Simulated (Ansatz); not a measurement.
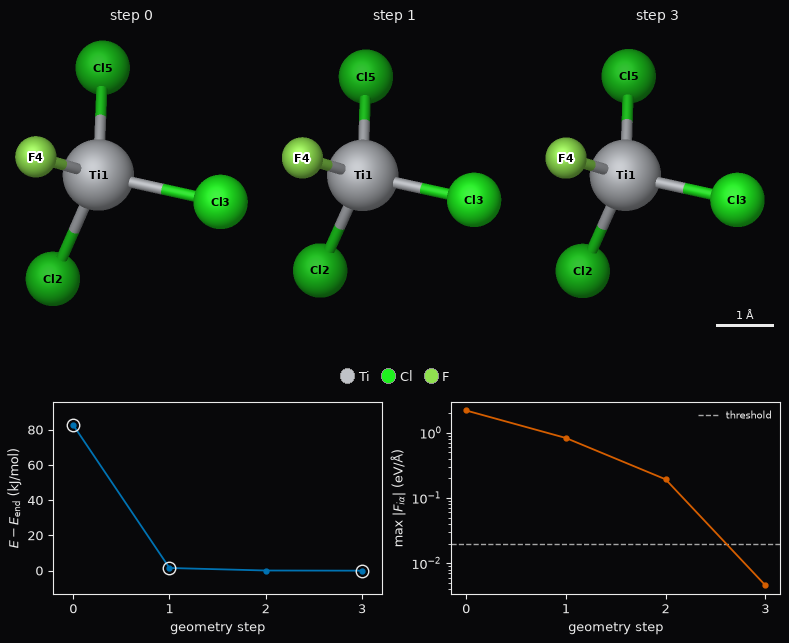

Frames of a relaxation of TiCl$_{3}$F, marked on the history of the run. The picture is a ball-and-stick view, seen from a free direction.

The run prepares the start of a later molecular dynamics calculation, from a guessed geometry.

Method: RKS PBE/def2-SVP (Ansatz).

Input
```yaml
crystal:
  periodic: [false, false, false]
  atoms:
    - { symbol: Ti, position_ang: [0.0, 0.0, 0.0] }
    - { symbol: Cl, position_ang: [0.0, 0.0, 2.37] }
    - { symbol: Cl, position_ang: [2.2349, 0.0, -0.7892] }
    - { symbol: F, position_ang: [-0.8619, 1.4933, -0.6094] }
    - { symbol: Cl, position_ang: [-1.1163, -1.9339, -0.7892] }
basis:
  gaussian: { orbitals: def2-SVP }
hamiltonian:
  xc: pbe
relax:
  f_tol: 0.02
  max_steps: 40
```

Launched with:
```bash
ansatz run input.yaml --threads 2 --pin off --max-ram 3072MiB --backend cpu --events-out ev --progress --plain --runs-dir out
```

What happens along the run?

Answer. The largest moves after the best rigid fit, 0.18 Å, are those of Cl2, Cl3 and Cl5. By element the largest moves are Cl 0.18 Å, F 0.12 Å, Ti 0.03 Å. Some distances before and after: Ti1–Cl2 2.370 → 2.180 Å, Ti1–F4 1.829 → 1.734 Å. The energy falls by 82.7 kJ/mol in 3 geometry steps. The largest force component goes from 2.2 to 0.0046 eV/Å. From step 0 to 1: Cl atoms move most (0.19 Å), energy −81.1 kJ/mol. From step 1 to 3: F4 moves most (0.02 Å), energy −1.53 kJ/mol.

```csv
step,"E − E(0), kJ/mol","largest force component, eV/Å"
0,0.00,2.1972
1,-81.14,0.8327
2,-82.57,0.1935
3,-82.66,0.0046
```
